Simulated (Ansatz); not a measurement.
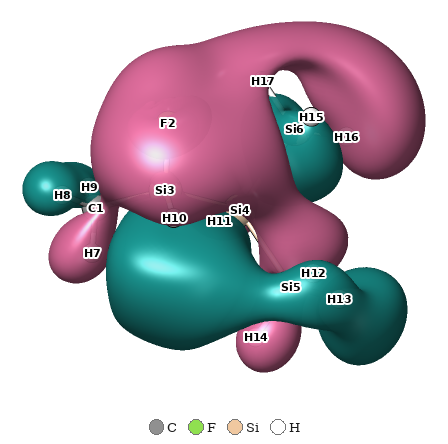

CH$_{11}$FSi$_{4}$. The LUMO at ±0.03 Å⁻³ᐟ² (teal and pink are the two phases), seen at a tilt.

Geometry: r2SCAN-D4/def2-SVP.

All numbers below come from Ansatz, isolated molecule in a Gaussian basis; Kohn-Sham density functional theory, functional PBE0.

The calculation's input:

```
crystal:
  periodic: [false, false, false]
  atoms:
    - {symbol: C, position_ang: [0.279056, 2.740690, -0.890142]}
    - {symbol: F, position_ang: [2.155070, 0.648940, -0.394171]}
    - {symbol: Si, position_ang: [0.816583, 1.358515, 0.241304]}
    - {symbol: Si, position_ang: [-0.776253, -0.358028, 0.466961]}
    - {symbol: Si, position_ang: [-1.736307, -0.319877, 2.605767]}
    - {symbol: Si, position_ang: [0.436848, -2.341745, 0.150124]}
    - {symbol: H, position_ang: [-0.599162, 3.258454, -0.470339]}
    - {symbol: H, position_ang: [1.084910, 3.481679, -1.016904]}
    - {symbol: H, position_ang: [0.002903, 2.354428, -1.883799]}
    - {symbol: H, position_ang: [1.217410, 1.894122, 1.578332]}
    - {symbol: H, position_ang: [-1.842066, -0.229325, -0.581793]}
    - {symbol: H, position_ang: [-0.654516, -0.498128, 3.622538]}
    - {symbol: H, position_ang: [-2.736111, -1.419326, 2.768326]}
    - {symbol: H, position_ang: [-2.417319, 0.987269, 2.862287]}
    - {symbol: H, position_ang: [1.552334, -2.382275, 1.143437]}
    - {symbol: H, position_ang: [-0.428753, -3.544279, 0.355210]}
    - {symbol: H, position_ang: [1.006671, -2.386407, -1.229537]}
basis:
  gaussian: {orbitals: def2-SVPD}
output: {forces: true, orbitals: {seedname: orbitals}}
hamiltonian: {xc: pbe0}
```

Command:

```sh
ansatz run input.yaml --threads 4 --pin off --max-ram 7830MiB --events-out events.jsonl --progress --plain --runs-dir runs
```

Question: Describe this orbital and give its energy.

Answer: Its weight (Hirshfeld) is mainly on Si3 (about 30 %), Si4 (about 20 %), Si6 (about 15 %) and Si5 (about 10 %). Its energy is −0.66 eV.
